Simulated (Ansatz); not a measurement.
A computed series for GeS: carrier doping

Take GeS (space group Pnma, No. 62; layered, stacked along the Cartesian x axis) as the base.

```
GeS
1.0
   10.09656     0.00000     0.00000
    0.00000     3.64420     0.00000
    0.00000     0.00000     4.01941
Ge S
4 4
Direct
  0.11654   0.25000   0.11182
  0.38346   0.75000   0.61182
  0.88346   0.75000   0.88818
  0.61654   0.25000   0.38818
  0.85427   0.25000   0.49156
  0.64573   0.75000   0.99156
  0.14573   0.75000   0.50844
  0.35427   0.25000   0.00844
```

Carriers are added at fixed cell with a uniform background; the Fermi–Dirac width is that of 300 K.

All numbers come from PBEsol-D3(BJ) in Ansatz (plane waves to 420 eV, PAW, no spin-orbit coupling).

Notes on the quantities. Fermi level from band edge: Fermi level relative to the doped band's edge (positive inside the band; to 0.05 eV).

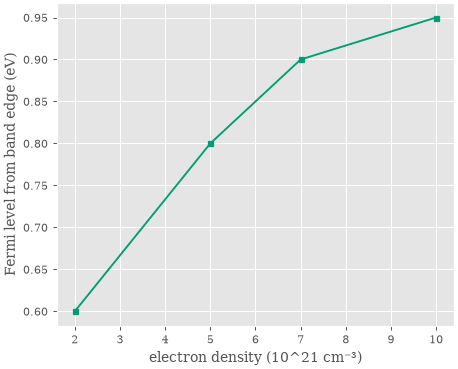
Fermi level from band edge against electron density

**Question.** From the plot, what is the Fermi level from band edge for electrons 5.0×10^21 cm⁻³?

**Answer.** About 0.80 eV.

**Question.** Is the trend monotonic over the range shown?

**Answer.** Yes, it rises throughout, spanning +0.60 eV to +0.95 eV.

Carriers are added with a uniform compensating background; total energy and stress of such cells depend on the potential's zero and are not compared; many-body gap narrowing is missing at this level. Stability against distortions was not tested. The program warned that a D3 coordination switch lies within reach, so dispersion energies are less smooth here.

Ansatz is a program for electronic structure.
